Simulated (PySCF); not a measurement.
# Frequency calculation, with input and output: WSe$_{2}$

System: WSe$_{2}$.
Method: UKS-based PBE0, W def2-SVP with ECP60, Se def2-SVP; non-relativistic Hamiltonian with a scalar-relativistic core potential; density fitting (PySCF 2.14.0).

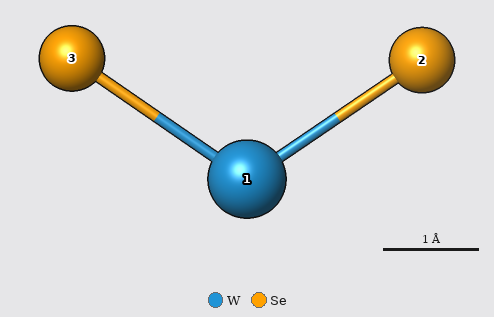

Figure 1. The structure (ball-and-stick view, seen on its broad side; atoms are numbered from 1 in the order of the input). Sticks mark near contacts.

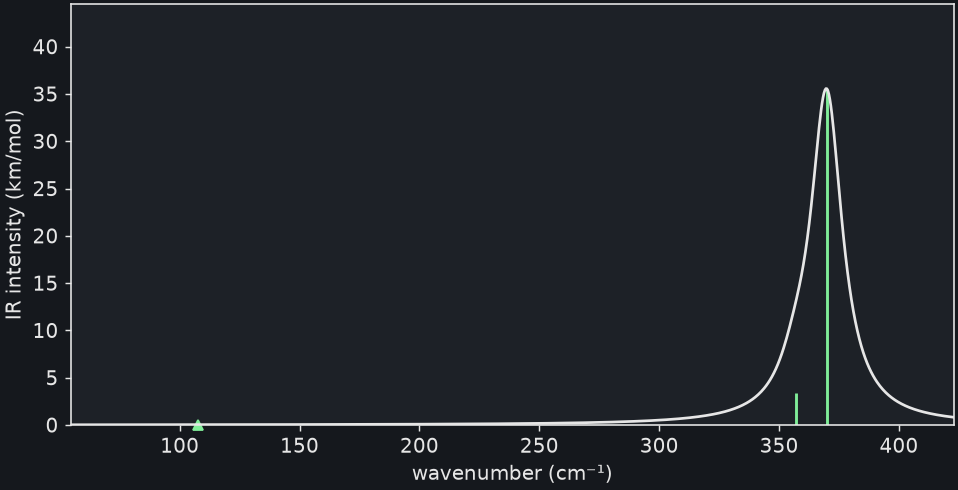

Figure 2. Harmonic infrared spectrum, unscaled: sticks (degenerate modes added up, dark ones marked on the axis) with a Lorentzian envelope of 16 cm⁻¹ full width, scaled to the tallest stick. 3 modes from 108 to 370 cm⁻¹, none imaginary. The strongest line is at 370 cm⁻¹ (36 km/mol). All modes, in cm⁻¹ (km/mol): 108 (0.0), 357 (3.4), 370 (36).

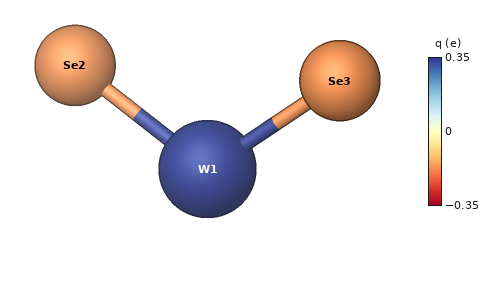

Figure 3. Mulliken charges, as the colour of each atom (ball-and-stick view, seen at an oblique angle; atoms are numbered from 1 in the order of the input). By element: W +0.33 and Se −0.17 e.

The input that produced these results follows, with the program's output.

The input
```python
from pyscf import gto, scf, dft
mol = gto.M(atom='''
W      0.000000     0.000000    -0.588514
Se     1.845528     0.000000     0.677503
Se    -1.845529    -0.000000     0.677502''',
    basis={'W': 'def2-SVP', 'Se': 'def2-SVP'},
    ecp={'W': 'def2-SVP'},
    charge=0, spin=0)
mf = dft.UKS(mol, xc='PBE0')
mf.grids.atom_grid = (75, 302)
aux = {'W': 'def2-universal-JKFIT', 'Se': 'def2-universal-JKFIT'}
mf = mf.density_fit(auxbasis=aux)
mf.conv_tol = 1e-09
mf.diis_space = 10
mf.max_cycle = 60
mf.verbose = 4
mf.kernel()
```

The script is an equivalent of the set-up of the self-consistent field. The run itself was carried out by a driver, which started from the orbitals of the step before it where there was one and computed the further properties.

Command:
```bash
OMP_NUM_THREADS=2 python axn.py task.json out
```

Log
```
init E= -4869.03804446771
  alpha nocc = 41  HOMO = -0.2385748824789  LUMO = -0.129864622691235
  beta  nocc = 41  HOMO = -0.238574818348577  LUMO = -0.129864622691235
  HOMO = -0.238574818349  LUMO = -0.129864622691  gap/eV = 2.95816
cycle= 1 E= -4869.03804446749  delta_E= 2.21e-10  |g|= 2.04e-05  |ddm|= 2.82e-05
  alpha nocc = 41  HOMO = -0.238581706039581  LUMO = -0.1298710939862
  beta  nocc = 41  HOMO = -0.238581647233145  LUMO = -0.1298710939862
  HOMO = -0.238581647233  LUMO = -0.129871093986  gap/eV = 2.95816
cycle= 2 E= -4869.03804446383  delta_E= 3.66e-09  |g|= 8.24e-05  |ddm|= 0.000102
  alpha nocc = 41  HOMO = -0.238576285351377  LUMO = -0.129865773579634
  beta  nocc = 41  HOMO = -0.238576227513484  LUMO = -0.129865773579634
  HOMO = -0.238576227513  LUMO = -0.12986577358  gap/eV = 2.95816
cycle= 3 E= -4869.03804446773  delta_E= -3.9e-09  |g|= 4.56e-06  |ddm|= 8.25e-05
  alpha nocc = 41  HOMO = -0.238576367299804  LUMO = -0.129865839075519
  beta  nocc = 41  HOMO = -0.23857631095007  LUMO = -0.129865839075519
  HOMO = -0.23857631095  LUMO = -0.129865839076  gap/eV = 2.95816
cycle= 4 E= -4869.03804446775  delta_E= -2.36e-11  |g|= 6.93e-07  |ddm|= 6.64e-06
  alpha nocc = 41  HOMO = -0.238576474125104  LUMO = -0.129865873997742
  beta  nocc = 41  HOMO = -0.23857642245546  LUMO = -0.129865873997742
  HOMO = -0.238576422455  LUMO = -0.129865873998  gap/eV = 2.95816
Extra cycle  E= -4869.03804446775  delta_E= 7.28e-12  |g|= 1.43e-06  |ddm|= 4.61e-06
converged SCF energy = -4869.03804446775  <S^2> = 0.87745935  2S+1 = 2.1236378
```

Key numbers

| quantity | value |
| --- | --- |
| outcome | converged |
| total energy | −4869.038044 hartree |
| ⟨S²⟩ | 0.877 |
| HOMO | −6.49 eV |
| LUMO | −3.53 eV |
| zero-point energy | 0.001901 hartree |
| dipole moment | 2.83 D |
| wavenumbers, lowest and highest | 108 and 370 cm⁻¹ |
| hardware | 2 threads of Arm Neoverse N1, 98 GiB of memory available, shared host |
| wall time | 1.8 min (CPU time 3.2 min) |
| peak memory | 1.1 GiB |

Checks after the run noted: the SCF density has lower symmetry than the nuclear frame; spin contamination. ⟨S²⟩ is 0.88 against 0.00 for a pure state: the solution is spin-contaminated.
